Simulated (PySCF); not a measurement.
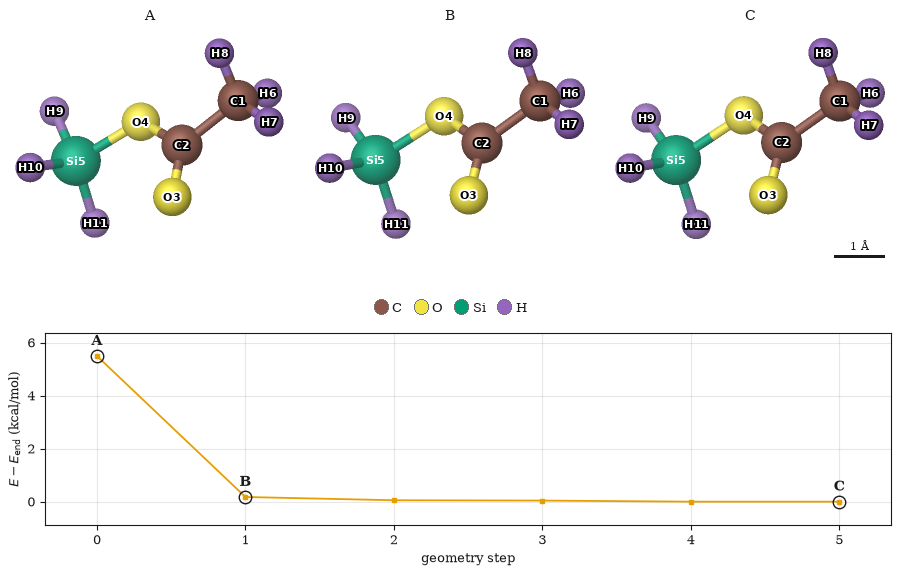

Frames of a relaxation of C2H6O2Si, marked on the history of the run. The picture is a ball-and-stick view, seen at a tilt.

The start comes from GFN2-xTB. Its atoms were then displaced at random by about 0.01 Å.

These are results of PBE0-D3(BJ)/def2-SVP geometry optimisation, gas phase (PySCF), not measurements. 

**What happens along the run?**

The atom that moves furthest after the best rigid fit is H9 (0.22 Å). Largest moves by element: H 0.22 Å, O 0.15 Å, C 0.07 Å, Si 0.02 Å. Some distances before and after: O4–Si5 1.631 → 1.719 Å, Si5–H11 1.439 → 1.486 Å, C1–H6 1.063 → 1.100 Å, Si5–H10 1.459 → 1.486 Å. Bond angles that change, for instance: C2–O4–Si5 123.7° → 116.1°, O4–Si5–H9 96.7° → 102.6°, H9–Si5–H11 114.8° → 110.4°. Over 5 geometry steps the energy falls by 5.49 kcal/mol. The run took 25 s on 1 thread of Intel(R) Xeon(R) Platinum 8259CL CPU @ 2.50GHz (shared host). From step 0 to 1: H9 moves most (0.23 Å), energy −5.31 kcal/mol. From step 1 to 5: O3 moves most (0.03 Å), energy −0.18 kcal/mol.

| step | E − E(0), kcal/mol |
| --- | --- |
| 0 | 0.00 |
| 1 | -5.31 |
| 2 | -5.44 |
| 3 | -5.45 |
| 4 | -5.49 |
| 5 | -5.49 |
